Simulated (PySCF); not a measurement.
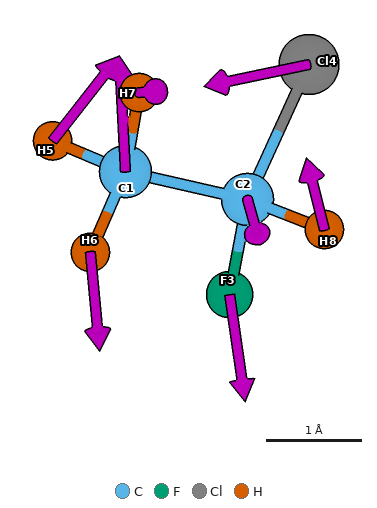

This is a relaxation of C$_{2}$H$_{4}$ClF. The starting structure is drawn; purple arrows show the displacements, 50 times their true length. The two geometries are superimposed by the best rigid fit.

Style: ball-and-stick. Shown at a tilt.

The start comes from GFN2-xTB. Its atoms were then displaced at random by about 0.01 Å.

These are results of PySCF 2.14.0, density-fitted response routines, PBE0-D3(BJ)/def2-SVP geometry optimisation, gas phase, not measurements. 

> What happened in the run?

After 7 geometry steps the energy has fallen by 1.09 kcal/mol. The largest moves after the best rigid fit, 0.025 Å, are those of C1 and Cl4. By element the largest moves are Cl 0.025 Å, C 0.025 Å, H 0.023 Å, F 0.023 Å. Some distances before and after: C1–H6 1.065 → 1.100 Å, C2–Cl4 1.809 → 1.790 Å, C1–C2 1.487 → 1.502 Å, C1–H5 1.112 → 1.099 Å. Among the angles between lasting bonds that change: C2–C1–H6 111.8° → 109.3°, C1–C2–Cl4 112.9° → 110.8°. Cost: 14 s on 1 thread of Arm Neoverse V1, on a shared host.
